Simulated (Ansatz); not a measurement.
# How fast states decay through LiCaBr3, part 2 of 3

Wanted: the relaxed cell of LiCaBr3, its band edges and its decay constants. It is built by putting Li for Rb in the RbCaBr3 structure of space group Cm, with the volume rescaled by atomic radii. The parent structure comes from the Materials Project.

Ansatz 0.2.0; PBE DFT, plane waves, PAW files (the session's first sound run).

So far. Step 2 (Relaxing the new crystal): The largest force component on a free atom ends at 0.0040 eV/Å.

The structure was built from a prototype and need not be the compound's stable phase.

### Step 3. The bulk crystal and its band edges

The energy window and the wavevectors of the next steps follow from the band edges, so these are searched first, off the mesh as well.

input.yaml reads:

```yaml
crystal:
  lattice:
    - [4.2133791495, -3.9891740447, -0.1565221688]
    - [4.2133791495, 3.9891740447, -0.1565221688]
    - [-0.2304673696, 0.0, 5.7990397982]
  atoms:
    - { symbol: Li, position: [0.8333976026, 0.8333976026, 1.1527559014] }
    - { symbol: Ca, position: [0.5223477576, 0.5223477576, 0.463834644] }
    - { symbol: Br, position: [0.5558274853, 1.0280025858, 0.4307838656] }
    - { symbol: Br, position: [0.5557035687, 0.5557035687, 0.9585517235] }
    - { symbol: Br, position: [1.0280025858, 0.5558274853, 0.4307838656] }
kpoints:
  mp_grid: { grid: [4, 4, 4] }
  band_path: { path: [VBM, CBM], npoints: 30 }
scf:
  occupations: { method: fixed }
hamiltonian:
  xc: pbe
output:
  eigenvalues: true
  write_potential: true
  write_density: true
  volumetric_format: npy
  elf: true
```

Started as:

```
$ ansatz run input.yaml --threads 2 --pin off --max-ram 4096MiB --backend cpu --events-out ev --progress --plain --runs-dir out
```

Numbers of over 12 decimals in the logs are rounded to 6 here.

What it wrote:

```text
[...]
Crystal: 5 atoms, lattice volume = 194.652 Å³
Basis set: ecut = 420 eV, 3803 PW (Γ)
Bands: 22, of which v1, the nominal top of the filled ones, is band 17 counted from 1 (16 counted from 0)
Symmetry: 2 space group operations
[...]
k-points: 24 of 64 (time reversal used)
[...]
SCF iter   1: F=—  HF=-10379.821697 eV  |F-HF|=—  |Δ(HF+E_count)|=         —  Δρ=7.47e-4  dr2=3.02e-3  ethr=1.77e-3  ⟨swp⟩=7.0  Hψ=2794  notcnv=0  defer=61
[...]
SCF iter   6: F=-10379.822208 eV  HF=-10379.822208 eV  |F-HF|=7.43e-9  |Δ(HF+E_count)|=   1.68e-7  Δρ=1.70e-6  dr2=5.80e-9  ethr=2.94e-10  ⟨swp⟩=13.0  Hψ=2997  notcnv=0
SCF 1 converged in 6 iterations: F = -10379.822208 eV  dr2 = 5.80e-9
[...]
NSCF: frozen V_eff on 68 k-points
[...]
WARN: The input density's exchange-correlation potential varies sharply where the density is thin. Do not read a vacuum level from v_tot or v_xc, or from such a field of the output density. On a cell that repeats whose density bears no net charge and no dipole along the vacuum's axis use v_es (v_loc + v_h of the components); under efield.dipole_correction with no amplitude use v_es + v_field, which holds any external [...]
SCF converged after 6 iterations
Free energy (F): -10379.822208 eV
[...]
Internal energy: -10379.822208 eV  (E = F + TS)
E sigma→0 (E₀):  -10379.822208 eV
Fermi energy:    -0.106851 eV
[...]
--- Band table (eV; the first three rows and the last of 24) ---
  k-point 0: bands = [... 13 lower, -0.8430, -0.5250, -0.5243, -0.4645, 4.0629, 4.5514, 4.6880, 4.6893, ... 1 higher]
  k-point 1: bands = [... 13 lower, -1.0567, -0.7066, -0.6684, -0.4967, 4.4830, 4.7033, 4.8677, 5.0454, ... 1 higher]
  k-point 2: bands = [... 13 lower, -1.2102, -0.8455, -0.7682, -0.5058, 4.6529, 5.1583, 5.1917, 5.4617, ... 1 higher]
  k-point 23: bands = [... 13 lower, -1.5324, -0.4271, -0.4259, -0.1069, 5.2050, 5.8634, 5.8644, 5.9670, ... 1 higher]
```

It took 30 s on 2 threads of Arm Neoverse V2, shared host; peak memory 0.45 GiB; 60 s of CPU time.

The column dr2 measures how far the density is from self-consistency, as an energy; F and HF (Harris–Foulkes) agree once it is small.

Numbers from this step:

| Item | Value |
| --- | --- |
| free energy | -10379.8222 eV |
| Fermi energy | -0.1069 eV |
| gap on the k-mesh | 4.170 eV |
| gap on path | 4.170 eV, by band count; negative where bands overlap |
| direct gap on path | 4.527 eV |
| edge places on path | 0, 0.9568 1/A along the path |

The electronic bands at the labelled points (eV, zero at the Fermi level (highest filled level under fixed occupations); v1 is the highest filled band, c1 the lowest empty one):

```tsv
point	v4	v3	v2	v1	c1	c2	c3	c4
VBM	-1.43	-0.32	-0.32	0.00	5.31	5.97	5.97	6.07
CBM	-0.74	-0.42	-0.42	-0.36	4.17	4.66	4.79	4.80
```

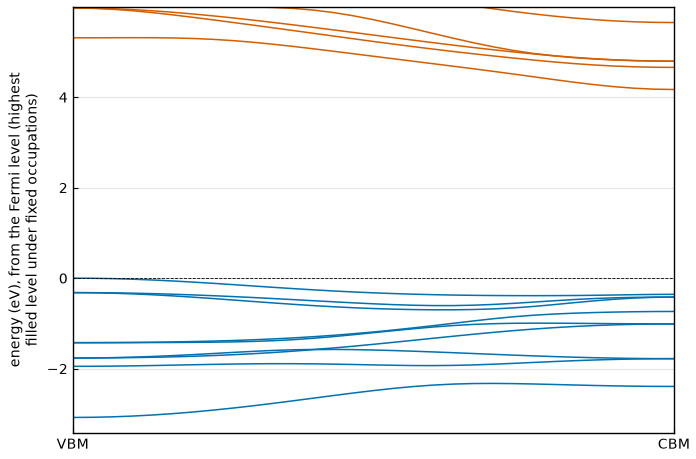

Electronic bands along the path; lines of filled and empty bands in two colours.

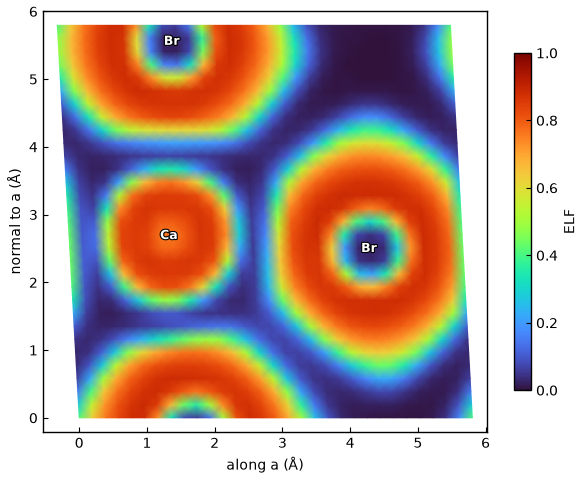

ELF in the ac plane of the cell as run, not the conventional one, at fractional y = 0.522, with atoms of Ca and Br within 0.2 Å of it. It is the smooth field of the valence electrons, not physical close to the nuclei. The map starts off the cell's origin, so that atoms lie inside it.

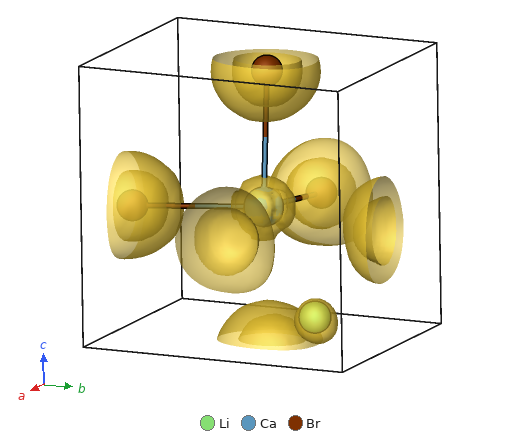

Surface of ELF = 0.85. Drawn on the cell as run, not the conventional one. Bonds to atoms that aren't drawn are left out.

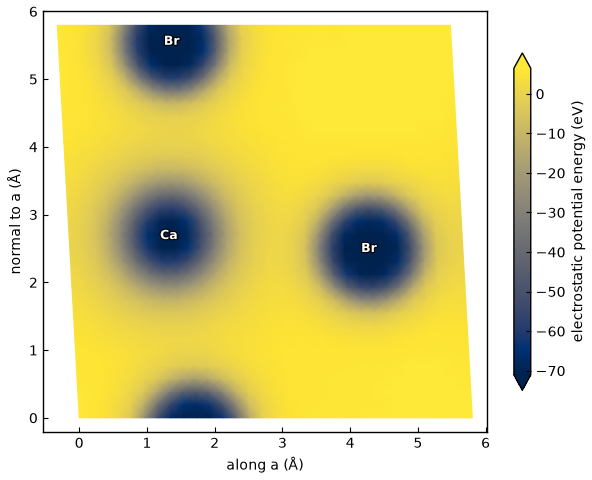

Electrostatic potential energy in the ac plane of the cell as run, not the conventional one, at fractional y = 0.522, with atoms of Ca and Br within 0.2 Å of it. With pseudopotentials it is smooth inside the atoms' cores, unlike the true potential. The map starts off the cell's origin, so that atoms lie inside it.

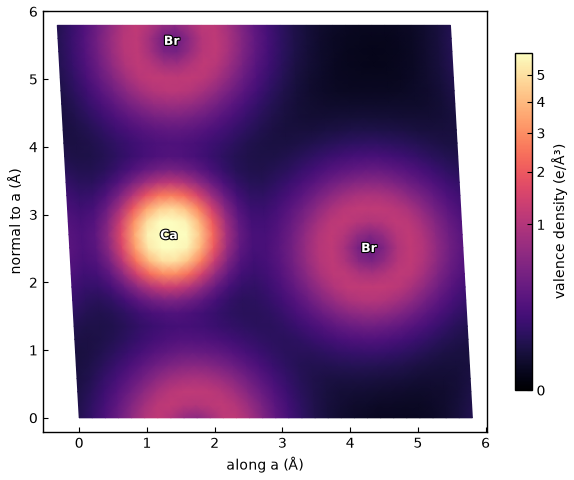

Valence density in the ac plane of the cell as run, not the conventional one, at fractional y = 0.522, with atoms of Ca and Br within 0.2 Å of it. It is the smooth field of the valence electrons, not physical close to the nuclei. The map starts off the cell's origin, so that atoms lie inside it. The colour scale is stretched toward low values.

The searched edges give 4.17 eV, as on the mesh.

### Step 4. Decaying states in the gap

This step: PBE DFT, plane waves, PAW files; complex bands by layer matching along the plane's normal (Ansatz 0.2.0).

The same crystal is laid in a cell whose first two vectors span the (010) plane (indices of the standard conventional cell, whose axes can be ordered otherwise than in the bulk input). At fixed energy and wavevector in the plane the solver finds all kz, real and complex. A few wavevectors are listed, (0, 0) and (-0.5, 0) in units of the plane's reciprocal vectors; the slowest state needn't be among them.

input.yaml reads:

```yaml
crystal:
  lattice:
    - [5.803617647, 0.0, 0.0]
    - [-0.647432278, 8.407680039, 0.0]
    - [-0.323716139, 4.203840019, 3.989174045]
  atoms:
    - { symbol: Li, position: [0.1527559014, 0.8333976026, 0.0] }
    - { symbol: Ca, position: [0.463834644, 0.5223477576, 0.0] }
    - { symbol: Br, position: [0.4307838656, 0.5558274853, 0.4721751005] }
    - { symbol: Br, position: [0.9585517235, 0.5557035687, 0.0] }
    - { symbol: Br, position: [0.4307838656, 0.0280025858, 0.5278248995] }
kpoints:
  mp_grid: { grid: [4, 6, 6] }
scf:
  occupations: { method: fixed }
hamiltonian:
  xc: pbe
output:
  eigenvalues: true
  transmission:
    leads: [[0, 0]]
    kpoints: [[0.0, 0.0], [-0.5, 0.0]]
    e_range: [-1.0, 5.17]
    de: 0.1
```

What it wrote:

```text
[...]
Crystal: 5 atoms, lattice volume = 194.652 Å³
Basis set: ecut = 420 eV, 3803 PW (Γ)
Bands: 22, of which v1, the nominal top of the filled ones, is band 17 counted from 1 (16 counted from 0)
Symmetry: 2 space group operations
[...]
k-points: 47 of 144 (time reversal used)
[...]
SCF iter   1: F=—  HF=-10379.821872 eV  |F-HF|=—  |Δ(HF+E_count)|=         —  Δρ=7.47e-4  dr2=3.03e-3  ethr=1.77e-3  ⟨swp⟩=7.0  Hψ=5400  notcnv=0  defer=118
[...]
SCF iter   6: F=-10379.822308 eV  HF=-10379.822308 eV  |F-HF|=7.24e-9  |Δ(HF+E_count)|=   1.73e-7  Δρ=1.72e-6  dr2=5.85e-9  ethr=2.94e-10  ⟨swp⟩=13.4  Hψ=5959  notcnv=0
SCF 1 converged in 6 iterations: F = -10379.822308 eV  dr2 = 5.85e-9
[...]
transmission: 8 of 16 steps passed
transmission: 16 of 16 steps passed
SCF converged after 6 iterations
Free energy (F): -10379.822308 eV
[...]
Internal energy: -10379.822308 eV  (E = F + TS)
E sigma→0 (E₀):  -10379.822308 eV
Fermi energy:    -0.106906 eV
[...]
--- Band table (eV; the first three rows and the last of 47) ---
  k-point 0: bands = [... 13 lower, -0.8431, -0.5251, -0.5244, -0.4645, 4.0613, 4.5514, 4.6881, 4.6894, ... 1 higher]
  k-point 1: bands = [... 13 lower, -0.8920, -0.8316, -0.6206, -0.5508, 4.4229, 4.7909, 4.8264, 4.9845, ... 1 higher]
  k-point 2: bands = [... 13 lower, -1.1005, -0.9052, -0.8132, -0.4760, 4.9729, 5.1653, 5.4072, 5.4778, ... 1 higher]
  k-point 46: bands = [... 13 lower, -1.2983, -0.7916, -0.6499, -0.3131, 5.0844, 5.3639, 5.6583, 5.8068, ... 1 higher]
--- Transmission ---
  basis      : 429 plane waves across, 8 finite elements along
  points     : 2, as listed
  energies   : 62 from -1.000000 to 5.100000 eV about the Fermi level, 0.100000 eV apart; the leads are filled to 2.084119 eV, and channels, transmission and decay are at 2.100000 eV
  crystal 0  : Ca1Br3Li1, at the sites [0, 0], period 3.9892 Å: whole cells are its period
    offset         : up to 0.0000 Å between an atom of the period and one for which it stands
    channels       : 0.000000e0 a spin
    conductance    : none, the energies end too early or step too widely for 300 K: set another output.transmission.e_range or a lower de, or, where they end at an eighth of basis.ecutwfc, a higher one
    slowest decay  : 0.3323 /Å at (0.0000, 0.0000)
```

Wall time 3.9 min (2 threads); peak memory 1.5 GiB; 6.7 min of CPU time.

This step gave:

```yaml
free_energy: -10379.8223 eV
gap_on_the_k_mesh: 4.168 eV
level_to_which_the_leads_are_filled: 2.084 eV from the Fermi level
decay_constant_at_the_filling_level_zone_centre: 0.3323 Å⁻¹
decay_constant_at_the_filling_level_slowest_listed_point: 0.3323 Å⁻¹
```

K parallel (0, 0); values up to 1.5 1/Å, a degenerate pair printed once or twice; energies at which all values exceed this have no row. Im kz of the slowest decaying states against energy, zero at the highest filled level on the SCF mesh:

```tsv
energy (eV)	decay 1 (Å⁻¹)	decay 2 (Å⁻¹)	decay 3 (Å⁻¹)	decay 4 (Å⁻¹)
-1.000	0.0581	0.0779	0.217	0.468
-0.500	0.110	0.468	0.578	0.848
0.000	0.202	0.213	0.370	0.453
0.500	0.282	0.337	0.478	0.577
1.000	0.316	0.396	0.523	0.658
1.500	0.331	0.430	0.541	0.671
2.000	0.333	0.448	0.543	0.648
2.500	0.323	0.457	0.533	0.616
3.000	0.299	0.458	0.508	0.571
3.500	0.253	0.453	0.462	0.509
4.000	0.146	0.381	0.421	0.441
4.500	0.210	0.267	0.325	0.354
5.000	0.278	0.394	0.526	0.547
```

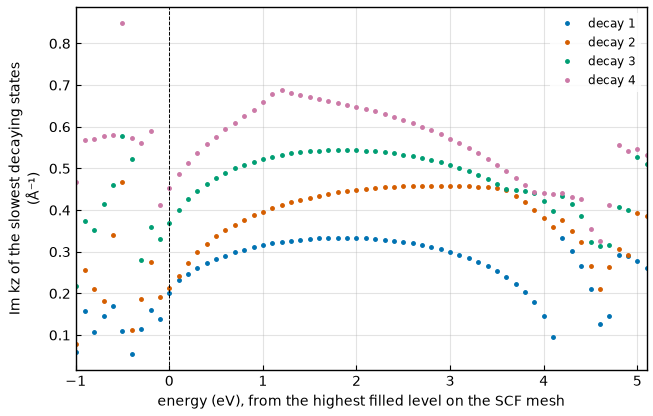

Im kz of the slowest decaying states against energy.

K parallel (-0.5, 0); values up to 1.5 1/Å, a degenerate pair printed once or twice; energies at which all values exceed this have no row. Im kz of the slowest decaying states against energy, zero at the highest filled level on the SCF mesh:

```tsv
energy (eV)	decay 1 (Å⁻¹)	decay 2 (Å⁻¹)	decay 3 (Å⁻¹)	decay 4 (Å⁻¹)
-1.000	0.244	0.338	0.468	0.910
-0.500	0.0276	0.493	0.539	0.869
0.000	0.00172	0.227	0.288	0.567
0.500	0.299	0.323	0.480	0.609
1.000	0.335	0.387	0.593	0.615
1.500	0.353	0.421	0.613	0.659
2.000	0.359	0.439	0.602	0.692
2.500	0.355	0.447	0.585	0.688
3.000	0.342	0.446	0.560	0.652
3.500	0.319	0.439	0.527	0.599
4.000	0.282	0.424	0.482	0.511
4.500	0.213	0.391	0.397	0.411
5.000	0.181	0.295	0.319	0.393
```

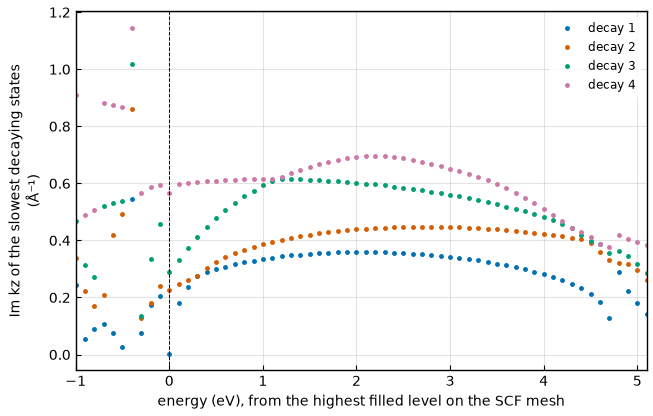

Im kz of the slowest decaying states, plotted against energy.

At the listed wavevectors the last open channel is at -0.10 eV and the next at +4.20 eV on the grid. At +2.10 eV, the grid energy nearest the filling level (the middle of the gap on the SCF mesh), the slowest state at the listed wavevectors decays with κ = 0.332 Å⁻¹, its amplitude falling by e over 3.0 Å. Through 1 nm of this crystal that state's transmission falls by exp(−2 × 0.332 Å⁻¹ × 10 Å) = 0.0013.

### Step 5. Decay over the two-dimensional zone

The listed points could miss the slowest state, so one energy near mid-gap is solved on a mesh of 8×8.

input.yaml, as its differences from that of step 4:

```diff
@@ -19,6 +19,2 @@
   eigenvalues: true
-  transmission:
-    leads: [[0, 0]]
-    kpoints: [[0.0, 0.0], [-0.5, 0.0]]
-    e_range: [-1.0, 5.17]
-    de: 0.1
+  transmission: { leads: [[0, 0]], kmesh: [8, 8], e_range: [2.08, 2.09], de: 0.05 }
```

What it wrote:

```text
[...]
Crystal: 5 atoms, lattice volume = 194.652 Å³
Basis set: ecut = 420 eV, 3803 PW (Γ)
Bands: 22, of which v1, the nominal top of the filled ones, is band 17 counted from 1 (16 counted from 0)
Symmetry: 2 space group operations
[...]
k-points: 47 of 144 (time reversal used)
[...]
SCF iter   1: F=—  HF=-10379.821872 eV  |F-HF|=—  |Δ(HF+E_count)|=         —  Δρ=7.47e-4  dr2=3.03e-3  ethr=1.77e-3  ⟨swp⟩=7.0  Hψ=5400  notcnv=0  defer=118
[...]
SCF iter   6: F=-10379.822308 eV  HF=-10379.822308 eV  |F-HF|=7.24e-9  |Δ(HF+E_count)|=   1.73e-7  Δρ=1.72e-6  dr2=5.85e-9  ethr=2.94e-10  ⟨swp⟩=13.4  Hψ=5959  notcnv=0
SCF 1 converged in 6 iterations: F = -10379.822308 eV  dr2 = 5.85e-9
[...]
transmission: 28 of 238 steps passed
transmission: 56 of 238 steps passed
[...]
transmission: 238 of 238 steps passed
SCF converged after 6 iterations
Free energy (F): -10379.822308 eV
[...]
Internal energy: -10379.822308 eV  (E = F + TS)
E sigma→0 (E₀):  -10379.822308 eV
Fermi energy:    -0.106906 eV
[...]
--- Band table (eV; the first three rows and the last of 47) ---
  k-point 0: bands = [... 13 lower, -0.8431, -0.5251, -0.5244, -0.4645, 4.0613, 4.5514, 4.6881, 4.6894, ... 1 higher]
  k-point 1: bands = [... 13 lower, -0.8920, -0.8316, -0.6206, -0.5508, 4.4229, 4.7909, 4.8264, 4.9845, ... 1 higher]
  k-point 2: bands = [... 13 lower, -1.1005, -0.9052, -0.8132, -0.4760, 4.9729, 5.1653, 5.4072, 5.4778, ... 1 higher]
  k-point 46: bands = [... 13 lower, -1.2983, -0.7916, -0.6499, -0.3131, 5.0844, 5.3639, 5.6583, 5.8068, ... 1 higher]
--- Transmission ---
  basis      : 429 plane waves across, 7 finite elements along
  points     : 34, standing for a mesh of 8 x 8
  energies   : 1 from 2.080000 to 2.080000 eV about the Fermi level; the leads are filled to 2.084119 eV, and channels, transmission and decay are at 2.080000 eV
  crystal 0  : Ca1Br3Li1, at the sites [0, 0], period 3.9892 Å: whole cells are its period
[...]
channels       : 0.000000e0 a spin
    conductance    : none, crystal 0 has no channel at the energies, or these end too early or step too widely for 300 K: set another output.transmission.e_range or a lower de, or, where they end at an eighth of basis.ecutwfc, a higher one
    slowest decay  : 0.3326 /Å at (0.0000, 0.0000)
```

Elapsed: 4 min, on 2 threads; peak memory 1.3 GiB.

Numbers from this step:

| Item | Value |
| --- | --- |
| least decay constant on the mesh | 0.3326 Å⁻¹ |

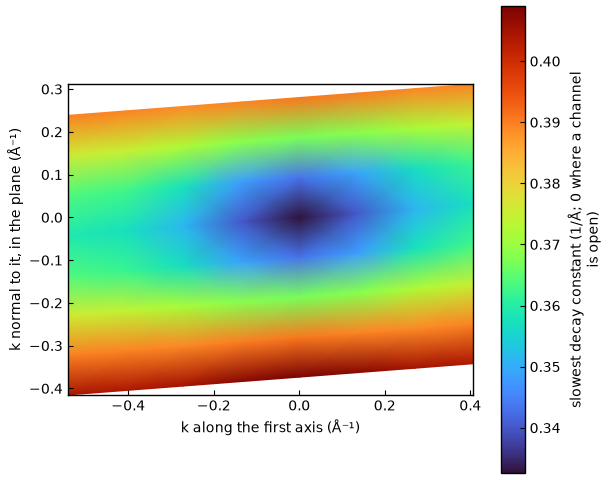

Slowest decay constant (1/Å; 0 where a channel is open) over k1 and k2. At 2.0800 eV from the Fermi level.

The least value on the mesh is 0.333 Å⁻¹ at +2.08 eV. At that energy the listed points give about 0.333 Å⁻¹ by interpolation, so the mesh holds no clearly slower state.

(Part 2 of 3 ends here.)

[Logs are printed without paths, hosts, clocks, repeated set-up lines and the standing remarks that a program may print on its own settings, such as how far it seeks lower states.]

[Hosts, paths, dates, database ids (printed as entryN), source tags and the programs' standing remarks are cut or masked in the printed files.]
